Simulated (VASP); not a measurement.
Input:

```
BaF2
1.0
    0.00000     3.10888     3.10888
    3.10888     0.00000     3.10888
    3.10888     3.10888     0.00000
Ba F
1 2
Cartesian
  0.00000   0.00000   0.00000
  1.55444   1.55444   1.55444
  4.66332   4.66332   4.66332
```

Method: AM05 GGA, VASP's PBE PAW potentials (set 64) (plane waves; VASP). Numerical set-up: 520 eV cut-off, 7×7×7 Γ-centred mesh, tetrahedra with Blöchl corrections, potentials Ba_sv F.

Unless said otherwise, spin-orbit coupling is left out, though it shifts the bands of the heavy elements here.

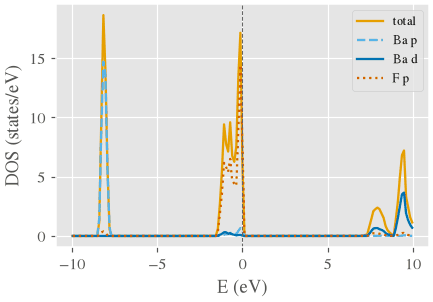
Total and projected density of states, zero at the valence-band maximum

Within 2 eV below the valence-band maximum the largest weight inside VASP's projection spheres is F p.

It has a band gap.

The compound is BaF2 in the fluorite structure. It was relaxed first.
